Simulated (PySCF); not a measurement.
**C4H6FNO: density, localisation and related maps**

```yaml
atoms:
  - { symbol: C, position_ang: [-1.9058, 0.7600, -0.4901] }
  - { symbol: O, position_ang: [-0.5571, 0.4656, -0.8129] }
  - { symbol: C, position_ang: [0.0001, -0.5493, -0.0912] }
  - { symbol: F, position_ang: [-0.5679, -1.7651, -0.4591] }
  - { symbol: C, position_ang: [1.5003, -0.6164, -0.3904] }
  - { symbol: C, position_ang: [2.1945, 0.4411, 0.2981] }
  - { symbol: N, position_ang: [2.7353, 1.2747, 0.8607] }
  - { symbol: H, position_ang: [-2.0002, 1.0168, 0.5699] }
  - { symbol: H, position_ang: [-2.1788, 1.6146, -1.1033] }
  - { symbol: H, position_ang: [-2.5579, -0.0866, -0.7203] }
  - { symbol: H, position_ang: [-0.2010, -0.4645, 0.9937] }
  - { symbol: H, position_ang: [1.8909, -1.5841, -0.0657] }
  - { symbol: H, position_ang: [1.6431, -0.5063, -1.4684] }
```

Geometry: GFN2-xTB.

Method: PySCF 2.14.0, PBE0/def2-SVPD, SCF density, gas phase.

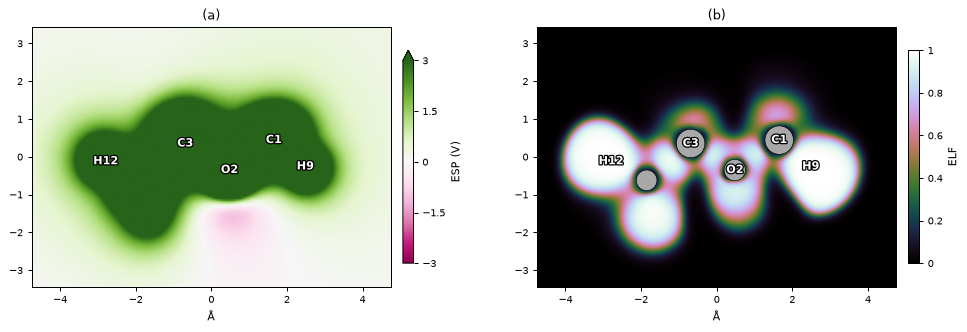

Figure 1. (a) molecular electrostatic potential; (b) electron localisation function on the plane of atoms O2, C1 and H9. Grey discs cover the atomic cores in the ELF map.

### What does the map show?

The plane passes through C, O and H nuclei.
C–O (1.36 Å): the ELF peaks at about 0.90 between the atoms: a shared but strongly polarised pair.
C–H (1.09 Å): the ELF climbs to about 1 towards the hydrogen, as it does in any bond to H: an ordinary covalent bond to hydrogen.
C–O (1.42 Å): the ELF peaks at about 0.90 between the atoms (a shared but strongly polarised pair).
The ELF also peaks beside O2, away from the bonds: lone-pair regions.
Outside the dense part of the molecule the potential is most negative (−1.0 V) near O2.

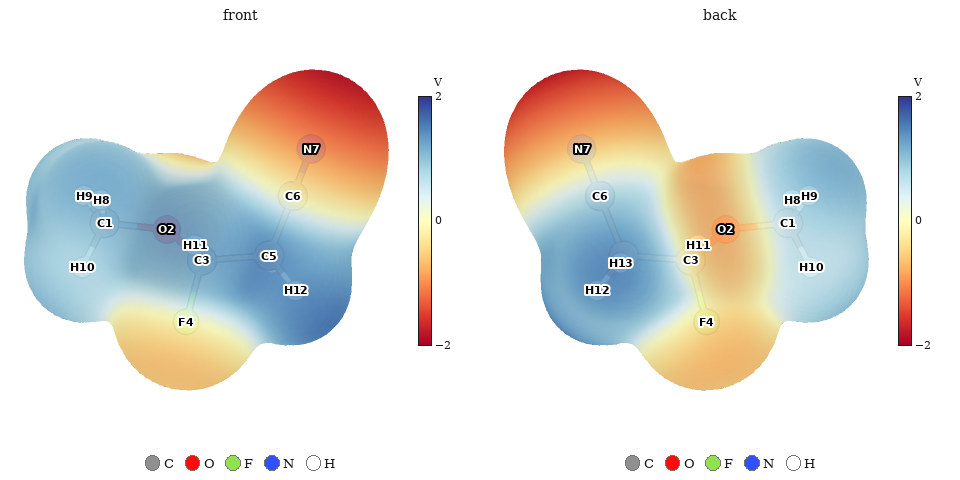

Figure 2. The electrostatic potential painted on the density surface at 0.002 e/bohr³, seen from the front and from behind; the colour scale runs from red (negative) to blue (positive).

### Where is the surface potential most negative and most positive?

The most negative region (about −1.8 V) lies over N7, the most positive (about +1.5 V) over H12. N7 is the likeliest acceptor of a hydrogen bond.
